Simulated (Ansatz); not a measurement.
**BLYP/6-31G(d) (spherical functions) run of C4H10S2 (1,4-butanedithiol)**

Aim: the electronic atomisation energy of C4H10S2 (1,4-butanedithiol) at BLYP/6-31G* (spherical functions), from 4 runs. 

Program for the calculation: Ansatz 0.2.0.

24 further runs of the same task are left out: 24 set aside as unsound or not needed.

### 1 The structure to begin with

C4H10S2 has 16 atoms, charge 0, and is taken as a singlet. SMILES: `SCCCCS`. The coordinates come from a PBE0-D4/def2-TZVP relaxation. This is one conformer, not always the lowest.

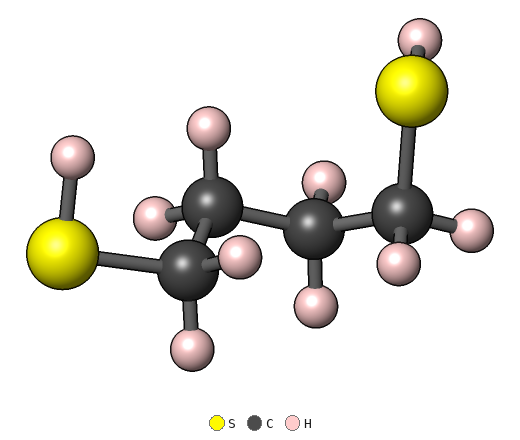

Viewed from a chosen angle; sulfur yellow, carbon dark grey, hydrogen pink.

### 2 A single-point energy at BLYP/6-31G(d) (spherical functions)

Contents of run.yaml:

```yaml
crystal:
  periodic: [false, false, false]
  atoms:
    - {symbol: S, position_ang: [-1.300550, -2.912300, 0.433690]}
    - {symbol: C, position_ang: [-0.440060, -1.347930, 0.737720]}
    - {symbol: C, position_ang: [0.236320, -0.771270, -0.491210]}
    - {symbol: C, position_ang: [1.073950, 0.466630, -0.199350]}
    - {symbol: C, position_ang: [0.321600, 1.647630, 0.394960]}
    - {symbol: S, position_ang: [-1.102450, 2.220460, -0.570360]}
    - {symbol: H, position_ang: [-2.203660, -2.425310, -0.432490]}
    - {symbol: H, position_ang: [-1.147030, -0.642540, 1.177610]}
    - {symbol: H, position_ang: [0.297570, -1.588490, 1.509310]}
    - {symbol: H, position_ang: [-0.527220, -0.524900, -1.234900]}
    - {symbol: H, position_ang: [0.873990, -1.539030, -0.937350]}
    - {symbol: H, position_ang: [1.883680, 0.206170, 0.494130]}
    - {symbol: H, position_ang: [1.560300, 0.788580, -1.126300]}
    - {symbol: H, position_ang: [0.998970, 2.487230, 0.558620]}
    - {symbol: H, position_ang: [-0.103600, 1.395490, 1.369390]}
    - {symbol: H, position_ang: [-0.421810, 2.539580, -1.683470]}
basis:
  gaussian:
    orbitals: 6-31G_st_-spherical.json
hamiltonian:
  xc: {name: BLYP}
accuracy: high
output:
  orbitals: {seedname: orbitals}
```

The basis set 6-31G* is read from a file made from the Basis Set Exchange's data (not shown).

The run is started by

```sh
$ ansatz run run.yaml --threads 1 --pin off --max-ram 3480MiB --events-out events.jsonl --progress --plain --runs-dir runs
```

Standard output:

```text
Warning: RAYON_NUM_THREADS=1 ignored (pool sized by the plan → 1); use --threads N
Functional definition: BLYP
  name "BLYP"
  parameter beta = 0.0042
  parameter a = 0.04918
  parameter b = 0.132
  parameter c = 0.2533
  parameter d = 0.349
  exchange = b88_x(beta = beta)
  correlation = lyp_c(a = a, b = b, c = c, d = d)
2797 factors; integrals over basis functions are off by at most 9.1e-9 eV
mean field evaluation 1: about -25965.9674 eV, gradient 6.6e1 eV
mean field evaluation 2: about -25944.8851 eV, gradient 1.1e2 eV
mean field evaluation 4: about -25977.3474 eV, gradient 4.3e0 eV
mean field evaluation 8: about -25977.3818 eV, gradient 7.8e-2 eV
mean field evaluation 16: about -25977.3818 eV, gradient 1.5e-5 eV
mean field -25977.38182366 eV, -954.6511739179 hartree, gradient 2.9e-8 eV, S^2 0.000000; 0 other end points of the search recorded, 0 dependent functions left out
reference -25977.38188526 eV, -954.6511761814 hartree; 33, 33 occupied and 79, 79 virtual orbitals, 2797 factors
Total energy: -25977.38188526 eV, -954.6511761814 hartree
```

It took 9.3 s on 1 thread of Intel Xeon 6975P-C (Granite Rapids), shared host; peak memory 0.4 GiB.

### 3 The C atom

Contents of molecule.yaml:

```yaml
crystal:
  periodic: [false, false, false]
  atoms:
    - symbol: C
      position_ang: [0.000000, 0.000000, 0.000000]
basis:
  gaussian: {orbitals: 6-31G_st_-spherical.json}
magnetization: {spin_polarized: true, initial_magnetization: 2}
hamiltonian: {xc: {name: BLYP}}
accuracy: high
```

The basis set 6-31G* is read from a file made from the Basis Set Exchange's data (not shown).

The run is started by

```sh
$ ansatz run molecule.yaml --threads 1 --pin off --max-ram 3480MiB --events-out events.jsonl --progress --plain --runs-dir runs
```

Standard output, shortened:

```text
Warning: RAYON_NUM_THREADS=1 ignored (pool sized by the plan → 1); use --threads N
[... 9 set-up lines as earlier in the session ...]
96 factors; integrals over basis functions are off by at most 1.1e-9 eV
mean field evaluation 1: about -1029.2624 eV, gradient 4.8e0 eV
mean field evaluation 2: about -1029.3622 eV, gradient 2.5e0 eV
mean field evaluation 4: about -1029.4064 eV, gradient 2.1e-1 eV
mean field evaluation 8: about -1029.4065 eV, gradient 2.8e-5 eV
mean field evaluation 16: about -1029.4064 eV, gradient 5.1e-2 eV
mean field evaluation 32: about -1029.4065 eV, gradient 1.2e-5 eV
mean field -1029.40646192 eV, -37.8299897186 hartree, gradient 2.0e-8 eV, S^2 2.001644; 5 other end points of the search recorded, 0 dependent functions left out
reference -1029.40648613 eV, -37.8299906085 hartree; 4, 2 occupied and 10, 12 virtual orbitals, 96 factors
Total energy: -1029.40648613 eV, -37.8299906085 hartree
```

Run time: 0.5 s. Hardware: 1 thread of Intel Xeon 6975P-C (Granite Rapids), shared host.

### 4 The H atom at the same level

Contents of molecule.yaml:

```yaml
crystal:
  periodic: [false, false, false]
  atoms:
    - {symbol: H, position_ang: [0.000000, 0.000000, 0.000000]}
basis:
  gaussian: {orbitals: "6-31G*"}
magnetization: {spin_polarized: true, initial_magnetization: 1}
hamiltonian: {xc: {name: BLYP}}
accuracy: high
```

Run the same way, it converges to -0.49545 Eh (log not shown).

### 5 The S atom at the same level

Contents of input.yaml:

```yaml
crystal:
  periodic: [false, false, false]
  atoms:
    - {symbol: S, position_ang: [0.000000, 0.000000, 0.000000]}
basis:
  gaussian:
    orbitals: 6-31G_st_-spherical.json
magnetization:
  spin_polarized: true
  initial_magnetization: 2
hamiltonian:
  xc: {name: BLYP}
accuracy: high
```

The basis set 6-31G* is read from a file made from the Basis Set Exchange's data (not shown).

Run the same way, it converges to -398.08329 Eh (log not shown).

### 6 Results

Level: BLYP/6-31G* (spherical functions).

| quantity | value |
| --- | --- |
| molecule: total energy | -954.65118 Eh |
| molecule: HOMO energy | -5.14 eV |
| molecule: LUMO energy | -0.02 eV |
| molecule: HOMO–LUMO gap | 5.12 eV |
| C atom: total energy | -37.82999 Eh |
| C atom: ⟨S²⟩ | 2.002 |
| H atom: total energy | -0.49545 Eh |
| H atom: ⟨S²⟩ | 0.750 |
| S atom: total energy | -398.08329 Eh |
| S atom: ⟨S²⟩ | 2.002 |
| electronic atomisation energy | 60.142 eV |

What this shows: Taking the molecule apart into free atoms costs 60.14 eV (5803 kJ/mol), before zero-point energy and without spin-orbit coupling.
